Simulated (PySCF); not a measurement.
**[ReF6]+: other functionals and bases at one geometry**

Aim: see how levels, charges and forces of [ReF6]+ depend on the level of theory. The structure is generated, not taken from experiment.

The runs use PySCF 2.14.0; several levels, as the steps say, no spin–orbit coupling.

3 further runs of the same task are left out: 2 for a known fault of the program, 1 that didn't finish.

**1. The starting structure**

7 atoms, charge 1, spin multiplicity 1.

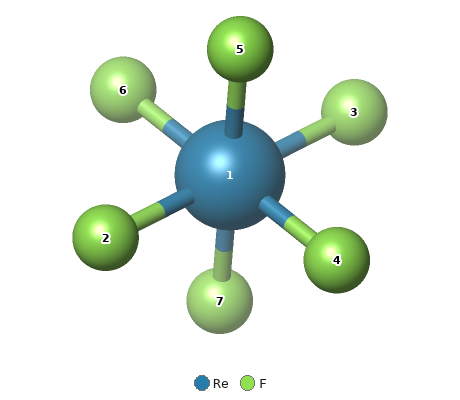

The structure; rhenium blue, fluorine green; atoms are numbered from 1 in the order of the file.

As a file:

```
Re    0.0000    0.0000    0.0000
F     0.0000    0.0000    1.8175
F     0.0000    0.0000   -1.8175
F     1.8175    0.0000    0.0000
F     0.0000    1.8175    0.0000
F    -1.8175    0.0000    0.0000
F     0.0000   -1.8175    0.0000
```

Formal oxidation states: Re +7. An earlier session relaxed this geometry at TPSS, Re def2-SVP with ECP60, F def2-SVP (singlet, point group Oh).

At TPSS on the finer grid: E = -676.722077 Eh, HOMO -17.71 eV, LUMO -13.68 eV, Mulliken charge on Re1 +1.80 e, largest force component 0.015 eV/Å. 

Levels to run: M06-L; wB97X; HF; B3LYP; TPSS, TZVP; TPSS, x2c-SVP. Hardware: 2 threads of Arm Neoverse V1, shared host.

**2. M06-L**

File run.py (the lines that set the calculation):

```python
mol = gto.M(atom='''
Re     0.00000     0.00000     0.00000
F      0.00000     0.00000     1.81749
F      0.00000     0.00000    -1.81749
F      1.81749     0.00000     0.00000
F      0.00000     1.81749     0.00000
F     -1.81749     0.00000     0.00000
F      0.00000    -1.81749     0.00000''',
    basis={'Re': 'def2-SVP', 'F': 'def2-SVP'},
    ecp={'Re': 'def2-SVP'},
    charge=1, spin=0)
mf = dft.RKS(mol, xc='M06L')
mf.grids.atom_grid = (75, 302)
mf = mf.density_fit()  # fitting sets: Re def2-universal-JKFIT, F def2-universal-JKFIT
mf.conv_tol = 1e-08; mf.max_cycle = 55
mf.kernel(dm0)  # dm0: the density of the relaxed state
```

Command:

```bash
> OMP_NUM_THREADS=2 python run.py
```

**3. wB97X**

Edit run.py (the lines that set the calculation) of step 2 so:

```diff
@@ -11,3 +11,3 @@
     charge=1, spin=0)
-mf = dft.RKS(mol, xc='M06L')
+mf = dft.RKS(mol, xc='WB97X')
 mf.grids.atom_grid = (75, 302)
```

**4. HF**

Edit run.py (the lines that set the calculation) of step 3 so:

```diff
@@ -11,4 +11,3 @@
     charge=1, spin=0)
-mf = dft.RKS(mol, xc='WB97X')
-mf.grids.atom_grid = (75, 302)
+mf = scf.RHF(mol)
 mf = mf.density_fit()  # fitting sets: Re def2-universal-JKFIT, F def2-universal-JKFIT
```

**5. B3LYP**

Edit run.py (the lines that set the calculation) of step 4 so:

```diff
@@ -11,3 +11,4 @@
     charge=1, spin=0)
-mf = scf.RHF(mol)
+mf = dft.RKS(mol, xc='B3LYP')
+mf.grids.atom_grid = (75, 302)
 mf = mf.density_fit()  # fitting sets: Re def2-universal-JKFIT, F def2-universal-JKFIT
```

**6. TPSS, TZVP**

Basis: Re def2-TZVP with ECP60, F def2-TZVP. 

Edit run.py (the lines that set the calculation) of step 5 so:

```diff
@@ -8,6 +8,6 @@
 F      0.00000    -1.81749     0.00000''',
-    basis={'Re': 'def2-SVP', 'F': 'def2-SVP'},
-    ecp={'Re': 'def2-SVP'},
+    basis={'Re': 'def2-TZVP', 'F': 'def2-TZVP'},
+    ecp={'Re': 'def2-TZVP'},
     charge=1, spin=0)
-mf = dft.RKS(mol, xc='B3LYP')
+mf = dft.RKS(mol, xc='TPSS')
 mf.grids.atom_grid = (75, 302)
@@ -15,2 +15,2 @@
 mf.conv_tol = 1e-08; mf.max_cycle = 55
-mf.kernel(dm0)  # dm0: the density of the relaxed state
+mf.kernel(dm0)  # dm0: free metal ions and neutral atoms
```

**7. TPSS, x2c-SVP**

Basis: Re x2c-SVPall, F x2c-SVPall. All electrons are treated, with the spin-free X2C Hamiltonian.

File run.py (the lines that set the calculation):

```python
mol = gto.M(atom='''
Re     0.00000     0.00000     0.00000
F      0.00000     0.00000     1.81749
F      0.00000     0.00000    -1.81749
F      1.81749     0.00000     0.00000
F      0.00000     1.81749     0.00000
F     -1.81749     0.00000     0.00000
F      0.00000    -1.81749     0.00000''',
    basis={'Re': 'x2c-SVPall', 'F': 'x2c-SVPall'},
    nucmod='G',
    charge=1, spin=0)
mf = dft.RKS(mol, xc='TPSS')
mf.grids.atom_grid = (99, 590)
mf = mf.density_fit()  # fitting sets: Re AutoAux, F AutoAux
mf = mf.sfx2c1e()
mf.conv_tol = 1e-08; mf.max_cycle = 55
mf.kernel(dm0)  # dm0: free metal ions and neutral atoms
```

Before running it: what results should come out? Wanted: for each run, HOMO; gap; charge on Re1; dipole; largest force.

**Answer**, as computed:

| level | state | HOMO (eV) | gap (eV) | charge on Re1 (e) | dipole (D) | largest force (eV/Å) | basis functions | time |
| --- | --- | --- | --- | --- | --- | --- | --- | --- |
| TPSS (relaxed here) | singlet | -17.71 | 4.03 | 1.80 | 0.00 | 0.02 | 116 | 31 s |
| M06-L | singlet | -18.28 | 4.16 | 2.16 | 0.00 | 0.17 | 116 | 10 s |
| wB97X | singlet | -22.29 | 10.85 | 2.02 | 0.00 | 1.18 | 116 | 8.6 s |
| HF | singlet | -25.58 | 14.07 | 2.83 | 0.00 | 2.89 | 116 | 3.5 s |
| B3LYP | singlet | -19.38 | 5.76 | 1.92 | 0.00 | 0.52 | 116 | 6.4 s |
| TPSS, TZVP | singlet | -17.58 | 4.11 | 1.64 | 0.00 | 0.30 | 226 | 35 s |
| TPSS, x2c-SVP | singlet | -17.84 | 3.76 | 1.47 | 0.00 | 0.54 | 150 | 47 s |

Times are on 2 threads of Arm Neoverse V1, shared host; the first row also made further properties. The dipole of a charged species depends on the origin, so these sizes hold for this origin alone.

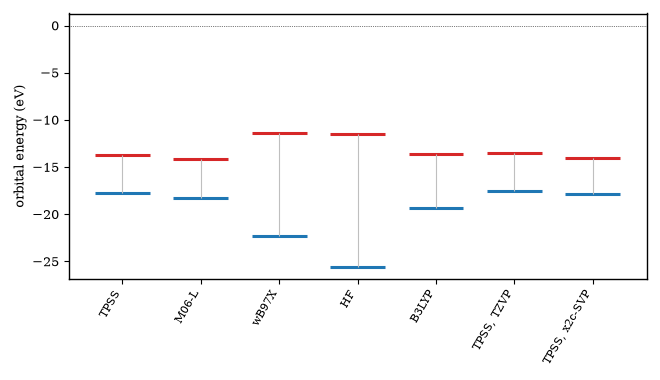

Highest filled and lowest empty level, method by method.

In one basis the HOMO–LUMO gap runs from 4.03 eV (TPSS) to 14.07 eV (HF). The largest leftover force, 2.89 eV/Å with HF, stands at a geometry relaxed at another level. The Mulliken charge on Re spans +1.47 to +2.83 e over the levels. Total energies of different levels can't be compared. Spin–orbit coupling is left out throughout.
